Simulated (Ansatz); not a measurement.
# TiO2 (Anatase): a band-gap study from PBE to G0W0 at the band limit

Aim: a best estimate of the quasiparticle gap of TiO2 (Anatase), with each correction and its cost laid out.

Main program and level: Ansatz 0.2.0; density functionals, hybrids, G0W0, plane waves, PAW.

**Experimental background.**

- Gap 3.21 eV: optical gap from Tauc plot; UV-vis diffuse reflectance, Tauc plot; powder (“IrO2 Oxygen Evolution Catalysts Prepared by an Optimized Photodeposition Process on TiO2 Substrates”, 2024, pmc:11124129).

- Gap 3.22 eV: indirect optical gap from Tauc plot; UV-visible absorption, Tauc plot; film (“Electronic Structure Modulation from Configuring Anatase TiO2 into a Bicontinuous Mesostructure”, 2023, arxiv:2310.13306).

- Gap 3.98 eV: direct quasiparticle gap around Gamma; experiment quoted from earlier work; bulk crystal (anatase, value from earlier experiment) (quoted in “Giant exciton Mott density in anatase TiO2”, 2020, arxiv:2007.10051).

- Gap 3.17 eV: gap from valence band edge and flat band potential; valence-band XPS and Mott-Schottky plots; film (“Enhancement of Titania Photoanode Performance by Sandwiching Copper between Two Titania Layers”, 2020, pmc:7579609).

- Gap 3.87 eV: direct optical gap from Tauc plot; UV-vis absorption, Tauc plot; film (thin TiO2 layer grown by atomic layer deposition) (“Development of 2-in-1 Sensors for the Safety Assessment of Lithium-Ion Batteries via Early Detection of Vapors Produced by Electrolyte Solvents”, 2023, pmc:10251352).

This is a selection; 13 further reports are not listed.

This is a report of a sequence of runs, with most program output left out.

In doubt: masses and optical values from hybrid runs of this build are listed as unsure (step 11), which bears on the screening that GW takes from such a start.

## (1) The structure

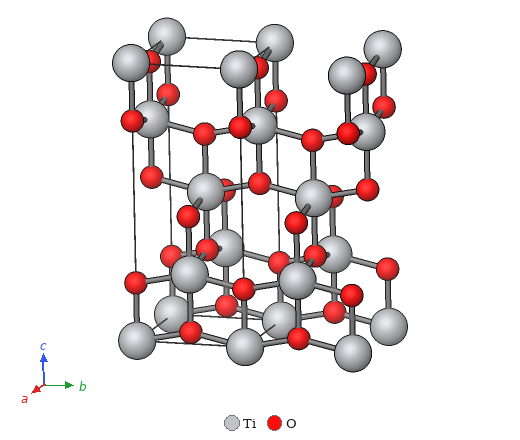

The starting structure, seen slightly off an axis (titanium light grey, oxygen red). 1×2×1 cells are drawn. This picture shows the conventional cell, with its axes. Some periodic images of atoms are drawn too.

The cell and positions come from the Crystallography Open Database and are kept as given unless a step says otherwise. The default PAW set here is soft_2. Its files were made with PBE.

## (2) PBE bands

The cheap functional maps the bands first; the places of the edges decide which points the dearer methods must see.

This step: DFT, PBE, plane waves, PAW.

Contents of input.yaml:

```yaml
crystal:
  lattice:
    - [-1.8921, 1.8921, 4.7573]
    - [1.8921, -1.8921, 4.7573]
    - [1.8921, 1.8921, -4.7573]
  atoms:
    - { symbol: Ti, position: [0.0, 0.0, 0.0] }
    - { symbol: Ti, position: [0.75, 0.25, 0.5] }
    - { symbol: O, position: [0.2081, 0.2081, 0.0] }
    - { symbol: O, position: [0.9581, 0.4581, 0.5] }
    - { symbol: O, position: [0.5419, 0.0419, 0.5] }
    - { symbol: O, position: [0.7919, 0.7919, 0.0] }
kpoints:
  mp_grid: { grid: [8, 8, 8] }
  band_path:
    path:
      - [[0.0, 0.0, 0.0], [1.55780494444e-17, 1.376033184161e-17, 0.5], [0.25, 0.25, 0.25], [3.750298782036e-17, 0.5, 3.317600510105e-17], [0.0, 0.0, 0.0], [0.5, 0.5, -0.5], [0.2895464133543, 0.7104535866457, -0.2895464133543]]
      - [[-0.2895464133543, 0.2895464133543, 0.2895464133543], [0.0, 0.0, 0.0]]
      - [[1.55780494444e-17, 1.376033184161e-17, 0.5], [-0.07909282670852, 0.07909282670852, 0.5]]
      - [[0.5, 0.5, -0.07909282670852], [0.5, 0.5, -0.5]]
    npoints: 10
hamiltonian:
  xc: pbe
scf:
  occupations: { method: fermi_dirac, width: 0.02 }
  n_extra_bands: 6
output:
  forces: true
  stress: true
  eigenvalues: true
  write_density: true
  write_potential: true
  elf: true
  volumetric_format: npy
```

The run is started by

```
$ ansatz run input.yaml --threads 3 --pin off --max-ram 64512MiB --backend cuda --events-out ev --progress --plain --runs-dir out --devices 1 --max-vram 24GiB  # rebuilt from the run's record
```

Wall time 6.9 s (1 × NVIDIA H100 80GB HBM3 (shared by 3 runs) with 3 threads of AMD EPYC 7R13 (Zen 3), shared host); peak memory 1.1 GiB; 6.1 s of CPU time.

Numbers from this step:

```
pressure             : 5.169 GPa
filled bands         : 24
gap                  : 2.121 eV
valence top at       : k = (0.000, 0.000, 0.450)
conduction bottom at : Γ
least direct gap     : 2.463 eV
```

The gap is indirect, with the least direct gap 0.34 eV higher. The pressure of 5 GPa says that this functional would expand the cell; it is kept.

Electronic bands along the path, in eV, zero at the top of the highest nominally filled band:

| point | band 21 | band 22 | band 23 | band 24 | band 25 | band 26 | band 27 | band 28 |
| --- | --- | --- | --- | --- | --- | --- | --- | --- |
| Γ | -0.76 | -0.76 | -0.48 | -0.48 | 2.12 | 2.86 | 4.00 | 4.00 |
| X | -2.06 | -2.06 | -0.05 | -0.05 | 3.36 | 3.36 | 3.83 | 3.83 |
| P | -1.59 | -1.59 | -0.25 | -0.25 | 3.58 | 3.58 | 3.62 | 3.62 |
| N | -1.97 | -0.96 | -0.84 | -0.64 | 3.25 | 3.56 | 3.58 | 3.68 |
| Γ | -0.76 | -0.76 | -0.48 | -0.48 | 2.12 | 2.86 | 4.00 | 4.00 |
| M | -1.26 | -1.26 | -0.13 | -0.13 | 2.48 | 2.48 | 3.78 | 3.78 |
| S | -1.19 | -0.94 | -0.91 | -0.82 | 3.22 | 3.49 | 3.58 | 3.63 |
| jump to S0 | -1.19 | -0.94 | -0.91 | -0.82 | 3.22 | 3.49 | 3.58 | 3.63 |
| Γ | -0.76 | -0.76 | -0.48 | -0.48 | 2.12 | 2.86 | 4.00 | 4.00 |
| jump to X | -2.06 | -2.06 | -0.05 | -0.05 | 3.36 | 3.36 | 3.83 | 3.83 |
| R | -1.91 | -1.91 | -0.09 | -0.09 | 3.33 | 3.33 | 3.77 | 3.77 |
| jump to G | -1.91 | -1.91 | -0.09 | -0.09 | 3.33 | 3.33 | 3.77 | 3.77 |
| M | -1.26 | -1.26 | -0.13 | -0.13 | 2.48 | 2.48 | 3.78 | 3.78 |

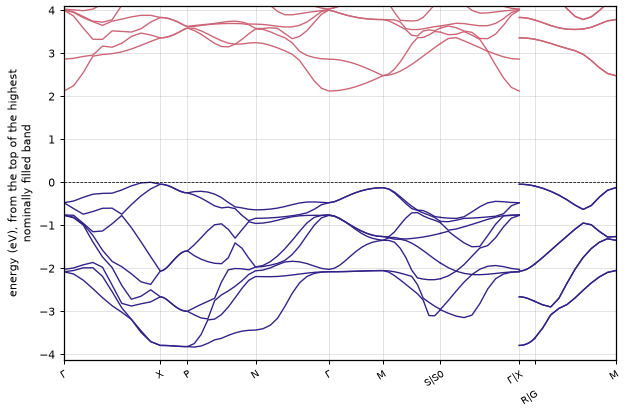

Electronic bands along the path; lines of filled and empty bands in two colours.

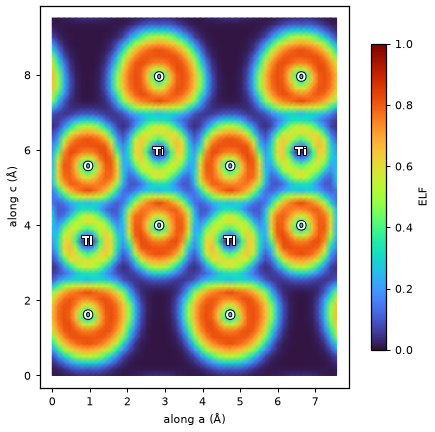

ELF in the ac plane of the conventional cell at fractional y = 0.000, with atoms of Ti and O within 0.2 Å of it. It is the smooth field of the valence electrons, not physical close to the nuclei. The map starts off the cell's origin, so that atoms lie inside it.

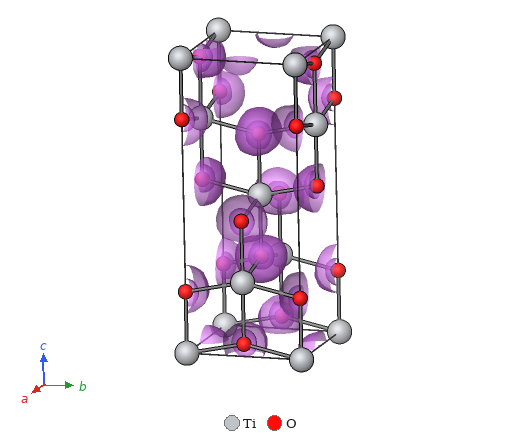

Surface of ELF = 0.75.

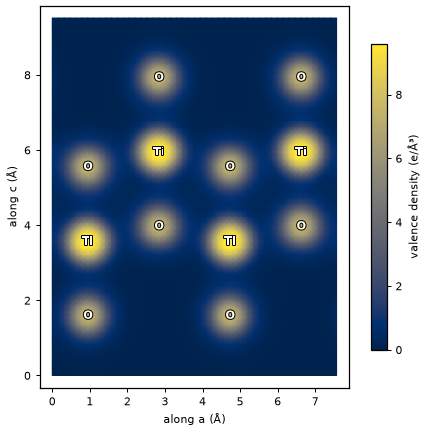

Valence density in the ac plane of the conventional cell at fractional y = 0.000, with atoms of Ti and O within 0.2 Å of it. It is the smooth field of the valence electrons, not physical close to the nuclei. The map starts off the cell's origin, so that atoms lie inside it.

## (3) LDA

A second semilocal functional shows how much of the gap hangs on that choice alone.

This step: DFT, LDA, plane waves, PAW.

Contents of input.yaml:

```yaml
crystal:
  lattice:
    - [-1.8921, 1.8921, 4.7573]
    - [1.8921, -1.8921, 4.7573]
    - [1.8921, 1.8921, -4.7573]
  atoms:
    - { symbol: Ti, position: [0.0, 0.0, 0.0] }
    - { symbol: Ti, position: [0.75, 0.25, 0.5] }
    - { symbol: O, position: [0.2081, 0.2081, 0.0] }
    - { symbol: O, position: [0.9581, 0.4581, 0.5] }
    - { symbol: O, position: [0.5419, 0.0419, 0.5] }
    - { symbol: O, position: [0.7919, 0.7919, 0.0] }
kpoints:
  mp_grid: { grid: [8, 8, 8] }
  band_path:
    path:
      - [0.0, 0.0, 0.0]
      - [0.0, 0.0, 0.5]
      - [0.25, 0.25, 0.25]
      - [0.0, 0.5, 0.0]
      - [0.5, 0.5, -0.5]
      - [0.2895464134, 0.7104535866, -0.2895464134]
      - [-0.2895464134, 0.2895464134, 0.2895464134]
      - [-0.0790928267, 0.0790928267, 0.5]
      - [0.0, 0.0, 0.45]
      - [0.25, 0.25, -0.25]
    npoints: 1
hamiltonian:
  xc: lda
scf:
  occupations: { method: fixed }
  n_extra_bands: 6
output:
  forces: true
  stress: true
  eigenvalues: true
```

Elapsed: 9.9 s, on 1 × NVIDIA H100 80GB HBM3 (shared by 3 runs) with 3 threads; peak memory 0.99 GiB; 14 s of CPU time.

Numbers from this step:

| Property | Result |
| --- | --- |
| pressure | -6.728 GPa |
| gap | 2.014 eV |
| valence top at | k = (0.000, 0.000, 0.450) |
| conduction bottom at | Γ |
| least direct gap | 2.364 eV |

The gap stands −0.11 eV against PBE.

## (4) r2SCAN

r2SCAN sits between gradient functionals and hybrids in what it does to gaps, at little more than semilocal cost.

This step: DFT, r2SCAN, plane waves, PAW.

input.yaml, as its differences from that of step 3:

```diff
@@ -28,3 +28,3 @@
 hamiltonian:
-  xc: lda
+  xc: r2scan
 scf:
```

Wall time 3.3 s (1 × NVIDIA H100 80GB HBM3 (shared by 3 runs) with 3 threads); peak memory 1.1 GiB.

This step gave:

- pressure: 0.5183 GPa
- gap: 2.502 eV
- valence top at: k = (0.000, 0.000, 0.450)
- conduction bottom at: Γ
- least direct gap: 2.858 eV

The gap stands +0.38 eV against PBE.

## (5) HSE06

HSE06 mixes in a quarter of exact exchange at short range. Exchange couples all pairs of k points, which makes a full band path dear, so levels are read on the mesh and at chosen points.

This step: DFT, HSE06, plane waves, PAW.

input.yaml, as its differences from that of step 4:

```diff
@@ -13,3 +13,3 @@
 kpoints:
-  mp_grid: { grid: [8, 8, 8] }
+  mp_grid: { grid: [6, 6, 6] }
   band_path:
@@ -28,3 +28,3 @@
 hamiltonian:
-  xc: r2scan
+  xc: hse06
 scf:
```

Wall time 47 s (1 × NVIDIA H100 80GB HBM3 (shared by 3 runs) with 3 threads); peak memory 3.6 GiB; 99 s of CPU time.

Numbers from this step:

```
gap                  : 3.613 eV
valence top at       : k = (0.000, 0.000, 0.450)
conduction bottom at : Γ
least direct gap     : 3.981 eV
```

The gap stands +1.49 eV against PBE.

## (6) PBE0

PBE0 differs from HSE06 by long-range exchange, so the pair shows what that tail is worth.

This step: DFT, PBE0, plane waves, PAW.

input.yaml, as its differences from that of step 5:

```diff
@@ -28,3 +28,3 @@
 hamiltonian:
-  xc: hse06
+  xc: pbe0
 scf:
```

The job ended after 71 s (1 × NVIDIA H100 80GB HBM3 (shared by 3 runs) with 3 threads; peak memory 3.6 GiB).

This step gave:

```
gap                  : 4.355 eV
valence top at       : k = (0.000, 0.000, 0.450)
conduction bottom at : Γ
least direct gap     : 4.718 eV
```

The gap stands +2.23 eV against PBE.

## (7) DDH-PBE0

Here the share of exact exchange is set once to one over ε∞ of the semilocal ground state, the screening that GW applies at long range.

This step: DFT, dielectric-dependent PBE0 (fraction 1/eps_inf of PBE), plane waves, PAW.

input.yaml, as its differences from that of step 6:

```diff
@@ -12,2 +12,3 @@
     - { symbol: O, position: [0.7919, 0.7919, 0.0] }
+  host: atoms
 kpoints:
@@ -28,3 +29,6 @@
 hamiltonian:
-  xc: pbe0
+  xc:
+    exchange: pbe
+    correlation: pbe
+    exx: { coeff: inverse_dielectric }
 scf:
```

The job ended after 59 s (1 × NVIDIA H100 80GB HBM3 (shared by 3 runs) with 3 threads; peak memory 3.7 GiB).

Numbers from this step:

```
gap                     : 3.432 eV
valence top at          : k = (0.000, 0.000, 0.450)
conduction bottom at    : Γ
least direct gap        : 3.786 eV
exact-exchange fraction : 0.1513
```

The gap stands +1.31 eV against PBE; the share of exchange is 0.151, one over an ε∞ of 6.6.

## (8) Dielectric tensor

The response to a uniform field gives ε∞, a yardstick for the screening that GW builds on its mesh.

This step: dielectric response by perturbation theory, PBE, plane waves, PAW.

Contents of input.yaml:

```yaml
crystal:
  lattice:
    - [-1.8921, 1.8921, 4.7573]
    - [1.8921, -1.8921, 4.7573]
    - [1.8921, 1.8921, -4.7573]
  atoms:
    - { symbol: Ti, position: [0.0, 0.0, 0.0] }
    - { symbol: Ti, position: [0.75, 0.25, 0.5] }
    - { symbol: O, position: [0.2081, 0.2081, 0.0] }
    - { symbol: O, position: [0.9581, 0.4581, 0.5] }
    - { symbol: O, position: [0.5419, 0.0419, 0.5] }
    - { symbol: O, position: [0.7919, 0.7919, 0.0] }
kpoints:
  mp_grid: { grid: [8, 8, 8] }
hamiltonian:
  xc: pbe
scf:
  occupations: { method: fixed }
dielectric: {}
```

The job ended after 35 s (1 × NVIDIA H100 80GB HBM3 (shared by 3 runs) with 3 threads; peak memory 2.1 GiB).

Numbers from this step:

```yaml
stated_error_of_eps_infinity: 0.026
```

One over ε∞ averages 0.15, under the quarter of exact exchange in PBE0, which by this rule of thumb may open the gap too far.

High-frequency dielectric tensor:

```
6.79 0.00 0.00
0.00 6.79 0.00
0.00 0.00 6.25
```

## (9) G0W0, 6×6×6 mesh, 154 empty bands, screening to 100 eV

G0W0 replaces the xc potential by the self-energy, built once from these orbitals. Only a window of levels is corrected, while the sums run over the empty bands that the input names.

This step: G0W0 on PBE, plane waves, PAW.

input.yaml, as its differences from that of step 8:

```diff
@@ -13,3 +13,3 @@
 kpoints:
-  mp_grid: { grid: [8, 8, 8] }
+  mp_grid: { grid: [6, 6, 6] }
 hamiltonian:
@@ -18,2 +18,7 @@
   occupations: { method: fixed }
-dielectric: {}
+gw:
+  n_empty_bands: 154
+  ecut_chi: 100.0
+  qp_bands: [v2, c2]
+  qp_kpoints: band_edges
+  screening: { model: contour_deformation }
```

The job ended after 23 s (1 × NVIDIA H100 80GB HBM3 (shared by 3 runs) with 3 threads; peak memory 1.4 GiB).

Numbers from this step:

```yaml
bands_summed: 178
rpa_eps_infinity_on_this_mesh_eigenvalues: 6.057, 6.645, 6.645
plane_waves_in_the_screening_matrix: 155
g0w0_gap_on_the_mesh: 3.618 eV
k_of_the_valence_top: 0, 0, -0.5
k_of_the_conduction_bottom: 0, 0, 0
starting_gap_on_the_mesh: 2.167 eV
least_direct_g0w0_gap_on_the_computed_points: 3.944 eV
```

The gap on the mesh goes from 2.17 eV to 3.62 eV, a correction of +1.45 eV. Between the two edge states, bare exchange in place of the xc potential would open the gap by 12.59 eV, and correlation takes back 11.14 eV. The start differs from the 2.12 eV found before because this mesh misses an edge.

## (10) G0W0, 6×6×6 mesh, 437 empty bands, screening to 200 eV

Another rung: the empty bands reach about as high as the screening cutoff, so the two stay in balance.

input.yaml, as its differences from that of step 9:

```diff
@@ -19,4 +19,4 @@
 gw:
-  n_empty_bands: 154
-  ecut_chi: 100.0
+  n_empty_bands: 437
+  ecut_chi: 200.0
   qp_bands: [v2, c2]
```

Elapsed: 66 s, on 1 × NVIDIA H100 80GB HBM3 (shared by 3 runs) with 3 threads; peak memory 2.6 GiB.

Numbers from this step:

```yaml
bands_summed: 461
rpa_eps_infinity_on_this_mesh_eigenvalues: 5.996, 6.550, 6.550
plane_waves_in_the_screening_matrix: 447
q_points_in_the_mesh: 216
g0w0_gap_on_the_mesh: 3.654 eV
k_of_the_valence_top: 0, 0, -0.5
k_of_the_conduction_bottom: 0, 0, 0
starting_gap_on_the_mesh: 2.167 eV
z_at_the_valence_top: 0.7049
z_at_the_conduction_bottom: 0.7286
least_direct_g0w0_gap_on_the_computed_points: 3.991 eV
```

Against the run with 6×6×6 mesh, 154 empty bands, screening to 100 eV, the gap moves by +0.04 eV.

Limits: finite bands, cutoff and mesh. v1 is the top filled band, c1 the lowest empty one. Levels before and after the correction, in eV, zero at the valence-band top of each column:

```
           conduction bottom  valence top
Kohn-Sham               2.17         0.00
     G0W0               3.65         0.00
```

|  | level | occupation | energy (eV) |
| --- | --- | --- | --- |
| Kohn-Sham | Γ v2-v1 | 2 | -0.430 |
| Kohn-Sham | Γ c1 | 0 | 2.167 |
| Kohn-Sham | Γ c2 | 0 | 2.908 |
| Kohn-Sham | (0 0 -0.5) v2-v1 | 2 | 0.000 |
| Kohn-Sham | (0 0 -0.5) c1-c2 | 0 | 3.404 |
| G0W0 | Γ v2-v1 | 2 | -0.458 |
| G0W0 | Γ c1 | 0 | 3.654 |
| G0W0 | Γ c2 | 0 | 4.494 |
| G0W0 | (0 0 -0.5) v2-v1 | 2 | 0.000 |
| G0W0 | (0 0 -0.5) c1-c2 | 0 | 5.003 |

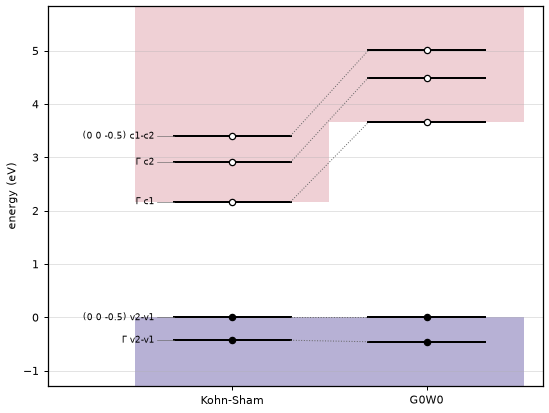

Levels before and after the correction. Shaded: valence and conduction bands. Filled marks are occupied levels, open marks empty ones.

The parts of the quasiparticle energy at the two band edges (eV; QP = start + Σx + Σc − Vxc):

| run | edge | start | Σx | Σc | Vxc | Z | QP |
| --- | --- | --- | --- | --- | --- | --- | --- |
| 178 bands | valence top | 7.29 | -25.81 | 4.75 | -20.94 | 0.71 | 7.17 |
| 178 bands | conduction bottom | 9.46 | -13.08 | -6.39 | -20.79 | 0.73 | 10.78 |
| 461 bands | valence top | 7.29 | -25.81 | 4.43 | -20.94 | 0.70 | 6.85 |
| 461 bands | conduction bottom | 9.46 | -13.08 | -6.67 | -20.79 | 0.73 | 10.50 |

## (11) G0W0@HSE06, 6×6×6 mesh, 437 empty bands, screening to 200 eV

One-shot GW remembers its start. Another functional's orbitals and levels show by how much.

This step: G0W0 on HSE06, plane waves, PAW.

input.yaml, as its differences from that of step 10:

```diff
@@ -15,3 +15,3 @@
 hamiltonian:
-  xc: pbe
+  xc: hse06
 scf:
```

The job ended after 2.6 min (1 × NVIDIA H100 80GB HBM3 (shared by 3 runs) with 3 threads; peak memory 3.2 GiB).

Numbers from this step:

| Property | Result |
| --- | --- |
| bands summed | 461 |
| RPA ε∞ on this mesh (eigenvalues) | 4.409, 4.640, 4.640 |
| plane waves in the screening matrix | 447 |
| G0W0 gap on the mesh | 4.048 eV |
| k of the valence top | 0, 0, -0.5 |
| k of the conduction bottom | 0, 0, 0 |
| starting gap on the mesh | 3.665 eV |
| least direct G0W0 gap on the computed points | 4.403 eV |

Against the run with 6×6×6 mesh, 437 empty bands, screening to 200 eV on PBE, the gap moves by +0.39 eV, while the start moved by +1.50 eV.

[end of part 1 of 2]

[Paths, hosts, dates, memory and timing lines, banners, echoed tables and standing remarks are left out of the program output.]

[Logs are printed without paths, hosts, clocks, repeated set-up lines and the standing remarks that a program may print on its own settings, such as how far it seeks lower states.]

[Runs of the session that timed out or met a known fault of the program may be left out.]

[Cells called generated may have been cut or substituted from an entry of the Crystallography Open Database or the Materials Project.]

[Hosts, paths, dates, database ids (printed as entryN), source tags and the programs' standing remarks are cut or masked in the printed files.]
